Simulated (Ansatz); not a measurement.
# Si2H2 (triplet): RPA-PBE over vertical spin and charge gaps, cc-pVTZ

How well do these functionals follow the top wave-function level for Si2H2 (triplet) over vertical spin and charge gaps?

Method: cc-pVTZ, all electrons in the functionals, frozen cores in the correlation of double hybrids and RPA; program: Ansatz 0.2.0, Gaussian basis.

The runs, in order: RPA-PBE, at charge 0, triplet; charge 0, singlet; charge 0, quintet; charge 1, doublet; charge 1, quartet.

7 further runs of the same task are left out: 1 for a known fault of the program, 6 set aside as unsound or not needed.

**1. The system**

The geometry is a PBE0/def2-TZVP stationary point (not a proven minimum).

4 atoms, charge 0, spin multiplicity 3.

Atoms are counted from 1 here; the program's logs count them from 0.

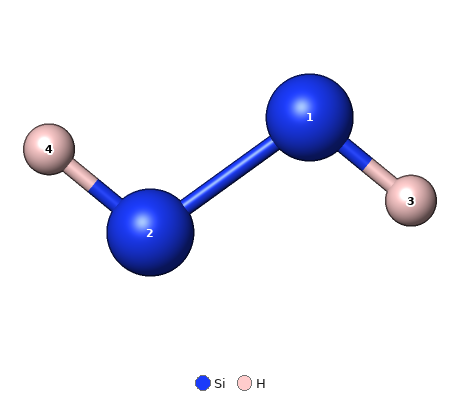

The structure; silicon blue, hydrogen pink; atoms are numbered from 1 in the order of the file.

No dispersion term is added.

The geometry shown and the zero of energy belong to the point charge 0, triplet. The yardstick, UCCSDT(Q), and other wave-function levels (R restricted, U unrestricted, valence and pair active spaces) come from earlier runs.

**2. RPA-PBE, charge 0, triplet**

in.yaml

```yaml
crystal:
  periodic: [false, false, false]
  atoms:
    - {symbol: Si, position_ang: [0.000000, -0.135595, 1.128508]}
    - {symbol: Si, position_ang: [0.000000, 0.135595, -1.128508]}
    - {symbol: H, position_ang: [0.000000, 1.273421, 1.682307]}
    - {symbol: H, position_ang: [0.000000, -1.273421, -1.682307]}
basis:
  gaussian: {orbitals: cc-pVTZ}
magnetization: {spin_polarized: true, initial_magnetization: 2}
hamiltonian: {xc: {name: PBE}}
correlation: {method: rpa, electrons: outside_noble_gas}
```

Started as:

```
> ansatz run in.yaml --threads 2 --pin off --events-out ev --progress --plain --max-ram 24576MiB --backend cuda --devices 0, --max-vram 18GiB
```

What it wrote:

```text
Functional definition: PBE
  name "PBE"
  cite "Perdew, Burke & Ernzerhof, Phys. Rev. Lett. 77, 3865 (1996) doi:10.1103/PhysRevLett.77.3865"
  parent pbe
  parameter kappa = 0.804
  parameter beta = 0.06672455060314922
  exchange = pbe_x(kappa = kappa, mu = beta*pi^2/3)
  correlation = pbe_c(beta = beta)
569 factors; integrals over basis functions are off by at most 1.1e-3 eV
mean field evaluation 1: about -15775.7741 eV, gradient 1.1e1 eV
mean field evaluation 2: about -15775.7672 eV, gradient 1.1e1 eV
mean field evaluation 4: about -15776.7483 eV, gradient 1.5e0 eV
mean field evaluation 8: about -15776.7667 eV, gradient 3.2e-2 eV
mean field evaluation 16: about -15776.7667 eV, gradient 3.7e-6 eV
mean field evaluation 32: about -15775.6044 eV, gradient 1.6e0 eV
mean field -15776.76671194 eV, -579.7854827872 hartree, gradient 3.6e-6 eV, S^2 2.006564; 3 other end points of the search recorded, 0 dependent functions left out
10 core orbitals not correlated: weight in the atoms' cores, before any rotation towards them, 1.000 or more for the frozen orbitals, at most 0.000 for the correlated occupied ones
reference -15753.02990556 eV, -578.9131712422 hartree; 6, 4 occupied and 80, 82 virtual orbitals, 569 factors
Total energy: -15764.19091589 eV, -579.3233308066 hartree
```

It took 4.8 s on 1 × H100 (card shared with other runs) with 2 threads of AMD EPYC 7R13, shared host; peak host memory 0.83 GiB.

From the report: ⟨S²⟩ of the determinant 2.007 (pure triplet: 2.00).

**3. RPA-PBE, charge 0, singlet**

in.yaml: that of step 2 with these lines changed.

```diff
@@ -9,3 +9,3 @@
   gaussian: {orbitals: cc-pVTZ}
-magnetization: {spin_polarized: true, initial_magnetization: 2}
+magnetization: {spin_polarized: true, initial_magnetization: 0}
 hamiltonian: {xc: {name: PBE}}
```

Started as:

```
> ansatz run in.yaml --threads 1 --pin off --events-out ev --progress --plain --max-ram 4096MiB --backend cpu
```

What it wrote (excerpt; [...] marks lines left out):

```text
Functional definition: PBE
  name "PBE"
  cite "Perdew, Burke & Ernzerhof, Phys. Rev. Lett. 77, 3865 (1996) doi:10.1103/PhysRevLett.77.3865"
  parent pbe
[...]
569 factors; integrals over basis functions are off by at most 1.1e-3 eV
[...]
mean field -15776.73006949 eV, -579.7841362021 hartree, gradient 2.0e-6 eV, S^2 0.865405; 17 other end points of the search recorded, 0 dependent functions left out
10 core orbitals not correlated: weight in the atoms' cores, before any rotation towards them, 1.000 or more for the frozen orbitals, at most 0.000 for the correlated occupied ones
reference -15752.69546460 eV, -578.9008807636 hartree; 5, 5 occupied and 81, 81 virtual orbitals, 569 factors
Total energy: -15764.12573022 eV, -579.3209352773 hartree
```

It took 19 s on 1 thread of AMD EPYC 7R13, shared host.

From the report: ⟨S²⟩ of the determinant 0.865 (pure singlet: 0.00). The determinant is far from a pure spin state, so its energy mixes those of several spin states (harmless only where they are near-degenerate, as at dissociation).

From charge 0, triplet: +0.065 eV.

**4. RPA-PBE, charge 0, quintet**

in.yaml: that of step 3 with these lines changed.

```diff
@@ -9,3 +9,3 @@
   gaussian: {orbitals: cc-pVTZ}
-magnetization: {spin_polarized: true, initial_magnetization: 0}
+magnetization: {spin_polarized: true, initial_magnetization: 4}
 hamiltonian: {xc: {name: PBE}}
```

Started as:

```
> ansatz run in.yaml --threads 2 --pin off --events-out ev --progress --plain --max-ram 24576MiB --backend cuda --devices 0, --max-vram 18GiB
```

What it wrote (excerpt; [...] marks lines left out):

```text
Functional definition: PBE
  name "PBE"
  cite "Perdew, Burke & Ernzerhof, Phys. Rev. Lett. 77, 3865 (1996) doi:10.1103/PhysRevLett.77.3865"
  parent pbe
[...]
569 factors; integrals over basis functions are off by at most 1.1e-3 eV
[...]
mean field -15774.08792236 eV, -579.6870390860 hartree, gradient 3.4e-6 eV, S^2 6.006417; 4 other end points of the search recorded, 0 dependent functions left out
10 core orbitals not correlated: weight in the atoms' cores, before any rotation towards them, 1.000 or more for the frozen orbitals, at most 0.000 for the correlated occupied ones
reference -15751.60906746 eV, -578.8609564050 hartree; 7, 3 occupied and 79, 83 virtual orbitals, 569 factors
Total energy: -15761.47195686 eV, -579.2234109052 hartree
```

It took 5.5 s on 1 × H100 (card shared with other runs) with 2 threads of AMD EPYC 7R13, shared host; peak host memory 0.84 GiB.

From the report: ⟨S²⟩ of the determinant 6.006 (pure quintet: 6.00).

From charge 0, triplet: +2.719 eV.

**5. RPA-PBE, charge 1, doublet**

in.yaml: that of step 4 with these lines changed.

```diff
@@ -9,3 +9,4 @@
   gaussian: {orbitals: cc-pVTZ}
-magnetization: {spin_polarized: true, initial_magnetization: 4}
+total_charge: 1
+magnetization: {spin_polarized: true, initial_magnetization: 1}
 hamiltonian: {xc: {name: PBE}}
```

Same command.

What it wrote (excerpt; [...] marks lines left out):

```text
Functional definition: PBE
  name "PBE"
  cite "Perdew, Burke & Ernzerhof, Phys. Rev. Lett. 77, 3865 (1996) doi:10.1103/PhysRevLett.77.3865"
  parent pbe
[...]
569 factors; integrals over basis functions are off by at most 1.1e-3 eV
[...]
mean field -15768.70317491 eV, -579.4891532670 hartree, gradient 8.8e-6 eV, S^2 0.754771; 8 other end points of the search recorded, 0 dependent functions left out
10 core orbitals not correlated: weight in the atoms' cores, before any rotation towards them, 1.000 or more for the frozen orbitals, at most 0.000 for the correlated occupied ones
reference -15745.03273835 eV, -578.6192807677 hartree; 5, 4 occupied and 81, 82 virtual orbitals, 569 factors
Total energy: -15755.96276070 eV, -579.0209516806 hartree
```

Wall time 5.5 s (1 × H100 (card shared with other runs) with 2 threads of AMD EPYC 7R13, shared host); peak host memory 0.83 GiB.

From the report: ⟨S²⟩ of the determinant 0.755 (pure doublet: 0.75).

From charge 0, triplet: +8.228 eV.

**6. RPA-PBE, charge 1, quartet**

in.yaml: that of step 5 with these lines changed.

```diff
@@ -10,3 +10,3 @@
 total_charge: 1
-magnetization: {spin_polarized: true, initial_magnetization: 1}
+magnetization: {spin_polarized: true, initial_magnetization: 3}
 hamiltonian: {xc: {name: PBE}}
```

The command is unchanged.

What it wrote (excerpt; [...] marks lines left out):

```text
Functional definition: PBE
  name "PBE"
  cite "Perdew, Burke & Ernzerhof, Phys. Rev. Lett. 77, 3865 (1996) doi:10.1103/PhysRevLett.77.3865"
  parent pbe
[...]
569 factors; integrals over basis functions are off by at most 1.1e-3 eV
[...]
mean field -15767.63385100 eV, -579.4498563383 hartree, gradient 2.6e-6 eV, S^2 3.753730; 4 other end points of the search recorded, 0 dependent functions left out
10 core orbitals not correlated: weight in the atoms' cores, before any rotation towards them, 1.000 or more for the frozen orbitals, at most 0.000 for the correlated occupied ones
reference -15745.19990579 eV, -578.6254240579 hartree; 6, 3 occupied and 80, 83 virtual orbitals, 569 factors
Total energy: -15754.79416572 eV, -578.9780066073 hartree
```

Wall time 6 s (1 × H100 (card shared with other runs) with 2 threads of AMD EPYC 7R13, shared host); peak host memory 0.83 GiB.

From the report: ⟨S²⟩ of the determinant 3.754 (pure quartet: 3.75).

From charge 0, triplet: +9.397 eV.

**7. Against the wave-function levels**

The yardstick is UCCSDT(Q), where the cluster series has nearly closed. It comes from earlier runs at the same points. Energies in eV, counted from charge 0, triplet; blanks weren't run or aren't comparable.

```tsv
level	triplet to singlet	triplet to quintet	ionisation to the doublet cation	ionisation to the quartet cation
UCCSDT(Q)		2.624	8.018	9.178
RPA-PBE	0.065	2.719	8.228	9.397
```

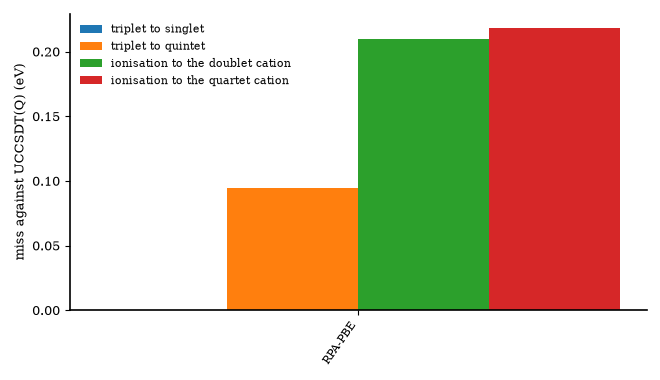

Misses of the gaps against UCCSDT(Q).

Largest miss and mean time a point (UCCSDT(Q) took 19 s a point; shared hosts):

```tsv
level	largest miss (eV)	where	time a point
RPA-PBE	+0.219	ionisation to the quartet cation	8.1 s
```

**8. What came out**

| quantity | value |
| --- | --- |
| triplet to quintet, UCCSDT(Q) | 2.624 eV |
| ionisation to the doublet cation, UCCSDT(Q) | 8.018 eV |
| ionisation to the quartet cation, UCCSDT(Q) | 9.178 eV |
| largest miss, RPA-PBE | +0.219 eV (ionisation to the quartet cation) |

**Reading.** Misses are known at 3 of 4 points at best, and only functionals with that many are ranked. RPA-PBE strays by up to 0.219 eV, at ionisation to the quartet cation. RPA-PBE clearly breaks the spin symmetry at some points (⟨S²⟩ up to 0.87 above the pure value), so energy there is bought with a mixed spin. Functionals and the yardstick converge differently with the basis, so part of each miss in cc-pVTZ is the basis.
